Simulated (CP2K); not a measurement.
# GeH3Cl (chlorogermane): HF/STO-3G

Aim: the energy change on altering one bond length of GeH3Cl (chlorogermane) at HF/STO-3G, from 2 runs. 

The calculation is run with CP2K 2026.2.

## Step 1: The structure to begin with

GeH3Cl: 5 atoms, total charge 0, spin state singlet. SMILES: `[Cl][GeH3]`. The shape is that of a PBE0-D4/def2-TZVP optimisation.

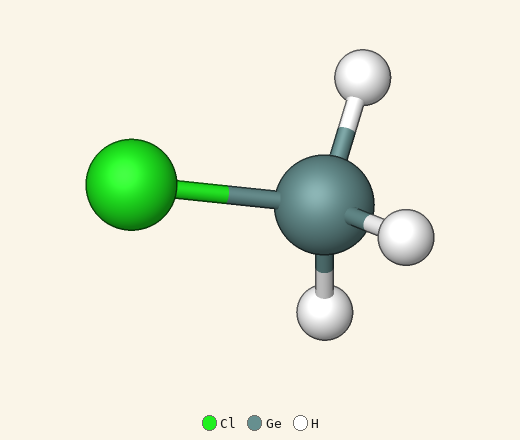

Viewed from a chosen angle; chlorine green, germanium teal, hydrogen white.

## Step 2: The energy at HF/STO-3G

Contents of gas.inp:

```
&force_eval
  method QUICKSTEP
  &dft
    basis_set_file_name ./sto_3g.basis
    potential_file_name POTENTIAL
    &qs
      method GAPW
      eps_default 1.0E-10
    &end qs
    &mgrid
      cutoff 280
      rel_cutoff 50
      ngrids 4
    &end mgrid
    &poisson
      periodic NONE
      poisson_solver MULTIPOLE
    &end poisson
    &scf
      scf_guess ATOMIC
      eps_scf 1.0E-05
      max_scf 40
      &ot
        minimizer DIIS
        preconditioner FULL_ALL
      &end ot
      &outer_scf
        eps_scf 1.0E-05
        max_scf 5
      &end outer_scf
    &end scf
    &xc
      &xc_functional NONE
      &end xc_functional
      &hf
        fraction 1
        &screening
          eps_schwarz 1.0E-10
        &end screening
        &memory
          max_memory 1050
        &end memory
      &end hf
    &end xc
    &print
      &moments
        periodic F
        reference COM
        max_moment 1
      &end moments
      &mo_cubes
        nlumo 2
        nhomo -1
        write_cube F
      &end mo_cubes
      &lowdin ON
      &end lowdin
      &hirshfeld OFF
      &end hirshfeld
    &end print
  &end dft
  &subsys
    &cell
      abc 9.9 9.3 9.4
      periodic NONE
    &end cell
    &coord
      Cl    -1.875800    -0.025100     0.641300
      Ge     0.161800    -0.013900    -0.060600
      H      0.160400     0.656200    -1.438100
      H      0.619000    -1.473700    -0.140600
      H      0.984500     0.782900     0.956700
    &end coord
    &topology
      &center_coordinates
      &end center_coordinates
    &end topology
    &kind Cl
      basis_set STO-3G
      potential ALL
      lebedev_grid 194
      radial_grid 100
    &end kind
    &kind Ge
      basis_set STO-3G
      potential ALL
      lebedev_grid 194
      radial_grid 100
    &end kind
    &kind H
      basis_set STO-3G
      potential ALL
      lebedev_grid 194
      radial_grid 100
    &end kind
  &end subsys
&end force_eval

&global
  project gas
  run_type ENERGY
  print_level MEDIUM
&end global
```

Command:

```bash
$ OMP_NUM_THREADS=1 cp2k.psmp -i gas.inp > gas.out 2>&1
```

Standard output:

```text
CP2K| version string:                                       CP2K version 2026.2
[...]
 GLOBAL| Method name                                                        CP2K
[...]
 GLOBAL| Run type                                                         ENERGY
[...]
 DFT| Spin restricted Kohn-Sham (RKS) calculation                            RKS
 DFT| Multiplicity                                                             1
[...]
 DFT| Charge                                                                   0
[...]
 QS| Method:                                                                GAPW
[...]
 QS| Density cutoff [a.u.]:                                                140.0
[...]
 QS| Relative density cutoff [a.u.]:                                        25.0
[...]
                             - Atoms:                                          5
[...]
                             - Spherical basis functions:                     30
[...]
 Number of electrons:                                                         52
[...]
     1 OT DIIS     0.15E+00    1.7     0.66372540     -2471.4560059067 -2.47E+03
[...]
     5 OT DIIS     0.15E+00    0.3     0.00000549     -2508.1420968800 -1.42E-07
  *** SCF run converged in     5 steps ***
[...]
  Overlap energy of the core charge distribution:               0.00001677874883
  Self energy of the core charge distribution:               -738.00915711859750
  Core Hamiltonian energy:                                  -1934.48466734611088
  Hartree energy:                                             153.01322829487421
  Exchange-correlation energy:                                  0.00000000000000
  Hartree-Fock Exchange energy:                              -107.38779092974495
[...]
                     Mulliken Population Analysis
 #  Atom  Element  Kind  Atomic population                           Net charge
       1     Cl       1         17.383870                             -0.383870
       2     Ge       2         31.313234                              0.686766
       3     H        3          1.100882                             -0.100882
       4     H        3          1.100867                             -0.100867
       5     H        3          1.101147                             -0.101147
 # Total charge                             52.000000                 -0.000000
[...]
  Dipole moment [Debye]
    X=  0.2907931E+01 Y=  0.1407635E-01 Z= -0.1004075E+01  Total=      3.0764313
[...]
 HOMO - LUMO gap [eV] :   18.630750
 ENERGY| Total FORCE_EVAL ( QS ) energy [hartree]          -2508.142096879989822
[...]
```

Run time: 19 s. Hardware: 1 thread of AMD EPYC 7R43 (Zen 3), shared host; peak memory 0.49 GiB.

## Step 3: The distorted shape, same level

Contents of qs.inp:

```
&GLOBAL
 PROJECT qs
 RUN_TYPE ENERGY
 PRINT_LEVEL MEDIUM
&END

&FORCE_EVAL
 METHOD QUICKSTEP
 &DFT
  BASIS_SET_FILE_NAME ./sto_3g.basis
  POTENTIAL_FILE_NAME POTENTIAL
  CHARGE 0
  MULTIPLICITY 1
  &QS
   METHOD GAPW
   EPS_DEFAULT 1.0E-10
  &END
  &MGRID
   CUTOFF 280
   REL_CUTOFF 50
   NGRIDS 4
  &END
  &POISSON
   PERIODIC NONE
   POISSON_SOLVER MULTIPOLE
  &END
  &SCF
   SCF_GUESS ATOMIC
   EPS_SCF 1.0E-05
   MAX_SCF 40
   &OT ON
    MINIMIZER DIIS
    PRECONDITIONER FULL_ALL
   &END
   &OUTER_SCF
    EPS_SCF 1.0E-05
    MAX_SCF 5
   &END
  &END
  &XC
   &XC_FUNCTIONAL NONE
   &END
   &HF
    FRACTION 1
    &SCREENING
     EPS_SCHWARZ 1.0E-10
     SCREEN_ON_INITIAL_P F
    &END
    &INTERACTION_POTENTIAL
     POTENTIAL_TYPE COULOMB
    &END
    &MEMORY
     MAX_MEMORY 1050
    &END
   &END
  &END
  &PRINT
   &MOMENTS
    PERIODIC F
    REFERENCE COM
    MAX_MOMENT 1
   &END
   &MO_CUBES
    NLUMO 2
    NHOMO -1
    WRITE_CUBE F
   &END
   &LOWDIN ON
   &END
   &HIRSHFELD OFF
   &END
  &END
 &END
 &SUBSYS
  &CELL
   ABC [angstrom] 10.8 10.2 10.6
   PERIODIC NONE
  &END
  &COORD
   Cl    -2.863033    -0.981253    -0.579451
   Ge    -0.825433    -0.970053    -1.281351
   H     -0.826833    -0.299953    -2.658851
   H     -0.368233    -2.429853    -1.361351
   H      0.984500     0.782900     0.956700
  &END
  &TOPOLOGY
   &CENTER_COORDINATES
   &END
  &END
  &KIND Cl
   BASIS_SET STO-3G
   POTENTIAL ALL
   LEBEDEV_GRID 194
   RADIAL_GRID 100
  &END
  &KIND Ge
   BASIS_SET STO-3G
   POTENTIAL ALL
   LEBEDEV_GRID 194
   RADIAL_GRID 100
  &END
  &KIND H
   BASIS_SET STO-3G
   POTENTIAL ALL
   LEBEDEV_GRID 194
   RADIAL_GRID 100
  &END
 &END
&END
```

Command:

```bash
$ OMP_NUM_THREADS=1 cp2k.psmp qs.inp > qs.out
```

Standard output (excerpt; [...] marks lines left out):

```text
CP2K| version string:                                       CP2K version 2026.2
[...]
 GLOBAL| Method name                                                        CP2K
[...]
 GLOBAL| Run type                                                         ENERGY
[...]
 DFT| Spin restricted Kohn-Sham (RKS) calculation                            RKS
 DFT| Multiplicity                                                             1
[...]
 DFT| Charge                                                                   0
[...]
 QS| Method:                                                                GAPW
[...]
 QS| Density cutoff [a.u.]:                                                140.0
[...]
 QS| Relative density cutoff [a.u.]:                                        25.0
[...]
                             - Atoms:                                          5
[...]
                             - Spherical basis functions:                     30
[...]
 Number of electrons:                                                         52
[...]
     1 OT DIIS     0.15E+00    1.8     0.75485313     -2455.8677475004 -2.46E+03
[...]
     8 OT DIIS     0.15E+00    0.6     0.00000929     -2507.8129397439 -2.07E-08
  *** SCF run converged in     8 steps ***
[...]
  Overlap energy of the core charge distribution:               0.00001127289760
  Self energy of the core charge distribution:               -738.00915711859750
  Core Hamiltonian energy:                                  -1934.47267480949222
  Hartree energy:                                             152.89309920808870
  Exchange-correlation energy:                                  0.00000000000000
  Hartree-Fock Exchange energy:                              -107.24176354881864
[...]
                     Mulliken Population Analysis
 #  Atom  Element  Kind  Atomic population                           Net charge
       1     Cl       1         17.364049                             -0.364049
       2     Ge       2         31.380533                              0.619467
       3     H        3          1.096424                             -0.096424
       4     H        3          1.096321                             -0.096321
[...]
  Dipole moment [Debye]
    X=  0.2401823E+01 Y= -0.3233412E+00 Z= -0.1377973E+01  Total=      2.7878509
[...]
 HOMO - LUMO gap [eV] :    6.103289
 ENERGY| Total FORCE_EVAL ( QS ) energy [hartree]          -2507.812939743875631
[...]
```

Wall time 27 s (1 thread of AMD EPYC 7R43 (Zen 3), shared host); peak memory 0.65 GiB.

## Step 4: What came out

Level: HF/STO-3G.

| quantity | value |
| --- | --- |
| first shape: total energy | -2508.14210 Eh |
| first shape: dipole moment | 3.08 D |
| first shape: HOMO energy | -10.00 eV |
| first shape: LUMO energy | 8.64 eV |
| first shape: HOMO–LUMO gap | 18.63 eV |
| distorted shape: total energy | -2507.81294 Eh |
| distorted shape: dipole moment | 2.79 D |
| distorted shape: HOMO energy | -5.13 eV |
| distorted shape: LUMO energy | 0.98 eV |
| distorted shape: HOMO–LUMO gap | 6.10 eV |
| energy change with the Ge2–H5 bond stretched from 1.532 to 3.370 Å | 8.957 eV |

One bond (distorted shape) is far stretched, which a spin-restricted single reference describes badly; a broken-symmetry solution may lie lower. With the Ge2–H5 bond stretched from 1.532 to 3.370 Å the energy rises by 8.96 eV (864 kJ/mol). The first shape isn't relaxed at this level, so the change isn't measured from a minimum. A restricted reference can't describe the breaking bond well at this length. The minimal basis adds a large error of its own.
